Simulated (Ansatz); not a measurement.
**Geometry relaxation of GeNH3Cl4 (part 2 of 2)**

GeNH3Cl4; RHF/def2-SVP (Ansatz 0.2.0). It belongs to a series of runs on one base structure; here: end point A relaxed.

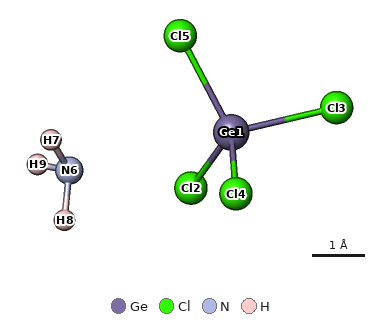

**Figure 1.** The geometry at step 12 of the log (ball-and-stick view, seen at a tilt; atoms are numbered from 1 in the order of the input).

Trajectory as extended XYZ, continued
```
9
Properties=species:S:1:pos:R:3:forces:R:3 step=6 energy=-107998.05940
Ge    0.4521    0.0247   -0.0971    0.0316  -0.0058  -0.0046
Cl    0.7031   -0.0120    2.0137   -0.0070   0.0040   0.0056
Cl    2.4272    0.0479   -0.9235   -0.0039   0.0037  -0.0038
Cl   -0.4929    1.8025   -0.7775   -0.0091  -0.0094   0.0015
Cl   -0.4734   -1.7388   -0.8395   -0.0092   0.0053   0.0007
N    -2.5904   -0.0251    1.1999   -0.0085   0.0047   0.0035
H    -3.2419   -0.5606    0.6520    0.0016  -0.0031  -0.0119
H    -2.9755    0.8986    1.3008    0.0044   0.0104   0.0004
H    -2.5631   -0.4372    2.1168   -0.0001  -0.0098   0.0086
9
Properties=species:S:1:pos:R:3:forces:R:3 step=7 energy=-107998.06021
Ge    0.4676    0.0231   -0.1005   -0.0226   0.0031   0.0101
Cl    0.7112    0.0056    2.0110    0.0123   0.0002  -0.0011
Cl    2.4378    0.0519   -0.9341    0.0022  -0.0009   0.0002
Cl   -0.4990    1.7862   -0.7885    0.0047   0.0037  -0.0069
Cl   -0.4626   -1.7457   -0.8237    0.0070  -0.0056  -0.0030
N    -2.5995   -0.0248    1.2079    0.0223  -0.0031  -0.0066
H    -3.2505   -0.5245    0.6272   -0.0133  -0.0032  -0.0108
H    -2.9653    0.9025    1.3390   -0.0073   0.0152   0.0051
H    -2.5944   -0.4743    2.1072   -0.0054  -0.0094   0.0130
9
Properties=species:S:1:pos:R:3:forces:R:3 step=8 energy=-107998.05680 accepted=F
Ge    0.4852    0.0216   -0.1018   -0.0488   0.0019   0.0183
Cl    0.7406    0.0470    2.0084   -0.0025  -0.0028  -0.0284
Cl    2.4451    0.0587   -0.9538    0.0337  -0.0027  -0.0041
Cl   -0.5104    1.7581   -0.8176   -0.0019   0.0004   0.0083
Cl   -0.4346   -1.7673   -0.7893    0.0052   0.0020   0.0149
N    -2.6130   -0.0273    1.2250   -0.2431  -0.2005   0.0511
H    -3.2647   -0.4410    0.5672    0.2362   0.1840   0.2904
H    -2.9322    0.9102    1.4218    0.0296  -0.2103  -0.0162
H    -2.6709   -0.5600    2.0857   -0.0084   0.2278  -0.3342
9
Properties=species:S:1:pos:R:3:forces:R:3 step=9 energy=-107998.06034
Ge    0.4729    0.0226   -0.0991   -0.0056   0.0021  -0.0101
Cl    0.7310    0.0258    2.0104   -0.0159  -0.0008  -0.0045
Cl    2.4380    0.0546   -0.9426    0.0292   0.0006  -0.0070
Cl   -0.5020    1.7748   -0.8044   -0.0116  -0.0045   0.0116
Cl   -0.4460   -1.7575   -0.8090   -0.0108   0.0020   0.0162
N    -2.6074   -0.0265    1.2160   -0.0368  -0.0654   0.0093
H    -3.2596   -0.4841    0.5987    0.0602   0.0580   0.0756
H    -2.9495    0.9061    1.3787    0.0025  -0.0489   0.0036
H    -2.6321   -0.5158    2.0968   -0.0113   0.0568  -0.0948
9
Properties=species:S:1:pos:R:3:forces:R:3 step=10 energy=-107998.06066
Ge    0.4675    0.0240   -0.1009   -0.0208  -0.0128   0.0350
Cl    0.7205    0.0296    2.0093    0.0094   0.0078   0.0066
Cl    2.4356    0.0546   -0.9393   -0.0070   0.0037  -0.0113
Cl   -0.5156    1.7730   -0.8021    0.0114  -0.0032  -0.0128
Cl   -0.4545   -1.7612   -0.7941    0.0104   0.0020  -0.0165
N    -2.5963   -0.0269    1.2120   -0.0575  -0.0528   0.0156
H    -3.2507   -0.4720    0.5883    0.0541   0.0499   0.0662
H    -2.9334    0.9055    1.3857    0.0048  -0.0459   0.0032
H    -2.6277   -0.5266    2.0866   -0.0048   0.0514  -0.0861
9
Properties=species:S:1:pos:R:3:forces:R:3 step=11 energy=-107998.06166
Ge    0.4601    0.0225   -0.0953   -0.0002   0.0002   0.0001
Cl    0.7168    0.0479    2.0144   -0.0007   0.0015  -0.0009
Cl    2.4279    0.0544   -0.9368   -0.0023   0.0001   0.0008
Cl   -0.5222    1.7636   -0.8174    0.0000  -0.0009  -0.0009
Cl   -0.4506   -1.7702   -0.7840    0.0010  -0.0010   0.0020
N    -2.5909   -0.0260    1.2080    0.0010   0.0013  -0.0010
H    -3.2551   -0.4381    0.5749   -0.0010   0.0029  -0.0020
H    -2.9164    0.9019    1.4196    0.0018  -0.0001   0.0033
H    -2.6243   -0.5560    2.0622    0.0004  -0.0039  -0.0014
9
Properties=species:S:1:pos:R:3:forces:R:3 step=12 energy=-107998.06199
Ge    0.4488    0.0216   -0.0894    0.0111   0.0089  -0.0198
Cl    0.7093    0.0828    2.0198   -0.0082  -0.0015  -0.0112
Cl    2.4169    0.0541   -0.9325   -0.0031  -0.0015   0.0088
Cl   -0.5390    1.7466   -0.8441   -0.0022  -0.0093   0.0091
Cl   -0.4441   -1.7890   -0.7558   -0.0034   0.0051   0.0134
N    -2.5808   -0.0252    1.2016   -0.1157   0.0612   0.0660
H    -3.2624   -0.3695    0.5433    0.0749   0.0407   0.0815
H    -2.8792    0.8963    1.4865    0.0515  -0.1672  -0.0487
H    -2.6245   -0.6178    2.0162   -0.0048   0.0636  -0.0993
9
Properties=species:S:1:pos:R:3:forces:R:3 step=13 energy=-107998.06257
Ge    0.4478    0.0227   -0.0909    0.0133   0.0013  -0.0053
Cl    0.7071    0.0839    2.0183   -0.0054   0.0019  -0.0047
Cl    2.4173    0.0535   -0.9304   -0.0045  -0.0002   0.0021
Cl   -0.5396    1.7473   -0.8459   -0.0036  -0.0070   0.0054
Cl   -0.4458   -1.7884   -0.7544   -0.0022   0.0027   0.0050
N    -2.5792   -0.0264    1.2026   -0.0537   0.0565   0.0348
H    -3.2595   -0.3675    0.5437    0.0250   0.0126   0.0249
H    -2.8757    0.8937    1.4874    0.0302  -0.0835  -0.0253
H    -2.6273   -0.6187    2.0152    0.0010   0.0158  -0.0369
9
Properties=species:S:1:pos:R:3:forces:R:3 step=14 energy=-107998.06313
Ge    0.4478    0.0225   -0.0906   -0.0015  -0.0001  -0.0001
Cl    0.7057    0.0987    2.0181   -0.0008   0.0014  -0.0002
Cl    2.4165    0.0536   -0.9307    0.0005   0.0001  -0.0007
Cl   -0.5471    1.7384   -0.8552   -0.0001  -0.0008  -0.0005
Cl   -0.4423   -1.7951   -0.7405    0.0009  -0.0008   0.0018
N    -2.5784   -0.0255    1.2019   -0.0018  -0.0016   0.0005
H    -3.2624   -0.3365    0.5331    0.0011   0.0035  -0.0006
H    -2.8615    0.8873    1.5156    0.0016   0.0001   0.0029
H    -2.6330   -0.6434    1.9938   -0.0001  -0.0018  -0.0031
9
Properties=species:S:1:pos:R:3:forces:R:3 step=15 energy=-107998.06135 accepted=F
Ge    0.4419    0.0244   -0.0912   -0.0134  -0.0198   0.0295
Cl    0.7000    0.1464    2.0157   -0.0008   0.0081  -0.0035
Cl    2.4108    0.0536   -0.9285    0.0168   0.0014  -0.0156
Cl   -0.5649    1.7167   -0.8932   -0.0061  -0.0143   0.0046
Cl   -0.4298   -1.8179   -0.6978    0.0024   0.0176  -0.0061
N    -2.5733   -0.0277    1.2045   -0.2032  -0.1153   0.0269
H    -3.2656   -0.2383    0.4967    0.1894   0.0794   0.2420
H    -2.8107    0.8674    1.6066    0.0104  -0.1898  -0.0619
H    -2.6632   -0.7247    1.9328    0.0044   0.2327  -0.2159
9
Properties=species:S:1:pos:R:3:forces:R:3 step=16 energy=-107998.06357
Ge    0.4450    0.0215   -0.0876   -0.0157   0.0074  -0.0082
Cl    0.7032    0.1221    2.0201   -0.0011  -0.0035  -0.0013
Cl    2.4124    0.0536   -0.9301    0.0060  -0.0003   0.0011
Cl   -0.5590    1.7243   -0.8694    0.0059   0.0040  -0.0038
Cl   -0.4368   -1.8063   -0.7206    0.0031  -0.0035   0.0069
N    -2.5758   -0.0235    1.1978   -0.0161  -0.0219   0.0162
H    -3.2692   -0.2887    0.5181    0.0220   0.0153   0.0255
H    -2.8394    0.8779    1.5593    0.0025  -0.0284  -0.0054
H    -2.6352   -0.6808    1.9580   -0.0066   0.0309  -0.0311
9
Properties=species:S:1:pos:R:3:forces:R:3 step=17 energy=-107998.06192 accepted=F
Ge    0.4382    0.0230   -0.0870   -0.0028  -0.0047   0.0018
Cl    0.6954    0.1584    2.0194    0.0000   0.0026  -0.0144
Cl    2.4052    0.0540   -0.9298    0.0282  -0.0019   0.0014
Cl   -0.5667    1.7092   -0.9039   -0.0189  -0.0114   0.0133
Cl   -0.4236   -1.8250   -0.6901   -0.0119   0.0139   0.0082
N    -2.5714   -0.0249    1.2018   -0.1749  -0.0765   0.0559
H    -3.2680   -0.2115    0.4930    0.1606   0.0604   0.2084
H    -2.8037    0.8588    1.6321    0.0190  -0.1995  -0.0805
H    -2.6602   -0.7419    1.9099    0.0007   0.2172  -0.1942
9
Properties=species:S:1:pos:R:3:forces:R:3 step=18 energy=-107998.06392
Ge    0.4430    0.0225   -0.0887    0.0031  -0.0004  -0.0003
Cl    0.7016    0.1331    2.0185   -0.0015   0.0013   0.0002
Cl    2.4118    0.0537   -0.9294   -0.0011   0.0002   0.0003
Cl   -0.5616    1.7203   -0.8804   -0.0013  -0.0011  -0.0008
Cl   -0.4329   -1.8119   -0.7104   -0.0011   0.0002   0.0010
N    -2.5737   -0.0253    1.1994   -0.0018   0.0016   0.0013
H    -3.2680   -0.2639    0.5119    0.0009   0.0007  -0.0019
H    -2.8281    0.8698    1.5814    0.0029   0.0007   0.0021
H    -2.6469   -0.6984    1.9433   -0.0001  -0.0032  -0.0018
```

The run was set up as follows.

The input
```yaml
crystal:
  periodic: [false, false, false]
  atoms:
    - { symbol: Ge, position_ang: [0.334623, 0.028009, -0.111245] }
    - { symbol: Cl, position_ang: [0.441481, -0.067612, 2.07461] }
    - { symbol: Cl, position_ang: [2.376782, 0.020321, -0.750349] }
    - { symbol: Cl, position_ang: [-0.490597, 1.847887, -0.825421] }
    - { symbol: Cl, position_ang: [-0.545285, -1.71452, -0.94491] }
    - { symbol: "N", position_ang: [-2.527945, 0.001128, 1.103813] }
    - { symbol: H, position_ang: [-3.221796, -0.668586, 0.820016] }
    - { symbol: H, position_ang: [-2.99866, 0.869588, 1.287115] }
    - { symbol: H, position_ang: [-2.123403, -0.316214, 1.991971] }
basis:
  gaussian: { orbitals: def2-SVP }
hamiltonian:
  xc: hf
relax:
  f_tol: 0.03
  max_steps: 50
```

Run as:
```bash
ansatz run input.yaml --threads 4 --pin off --max-ram 5120MiB --backend cpu --events-out ev --progress --plain --runs-dir out
```

Results in brief

| quantity | value |
| --- | --- |
| outcome | converged |
| total energy | −107998.0639 eV |
| mean-field energy | −107998.0639 eV |
| largest force (length of the vector) at the end | 0.004 eV/Å |
| hardware | 4 threads of Arm Neoverse V1, 24 GiB of memory available, shared host |
| wall time | 34 s (CPU time 2 min) |
| peak memory | 0.39 GiB |
